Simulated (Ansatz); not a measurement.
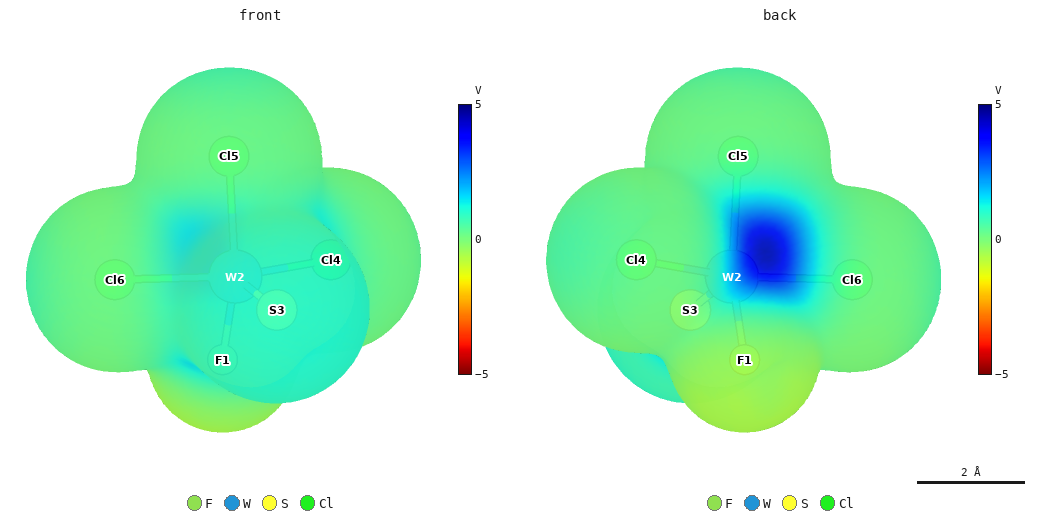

Figure 1: Cl₃FSW. The molecular electrostatic potential painted on the density surface at 0.004 e/bohr³, seen from the front and from behind; red is negative and blue positive.

Geometry: PBE0-D4/def2-TZVP; core potentials replace the inner electrons of W.

All numbers below come from RKS PBE0-D4/def2-TZVPP in Ansatz.

```
atom    x (Å)    y (Å)    z (Å)
   F  -1.6278  -0.4398   0.8604
   W  -0.0105  -0.0344   0.0386
   S   1.4428  -0.7333   1.3623
  Cl  -0.5087  -1.7969  -1.3216
  Cl   1.2109   0.8358  -1.6759
  Cl  -0.4645   2.1045   0.6900
```

Question: Describe the electrostatic potential map.

Answer: The most negative region (about −0.6 V, or −14 kcal/mol for a unit charge) lies over F1, the most positive (about +4.1 V, or +95 kcal/mol for a unit charge) over W2. Cl4 shows a σ-hole: about +0.6 V, or +14 kcal/mol for a unit charge at the tip opposite its bond, against about +0.1 V on its flanks. Cl5 shows a σ-hole: about +0.6 V, or +14 kcal/mol for a unit charge at the tip opposite its bond, against about +0.2 V on its flanks. Cl6 shows a σ-hole: about +0.6 V, or +14 kcal/mol for a unit charge at the tip opposite its bond, against about +0.1 V on its flanks.
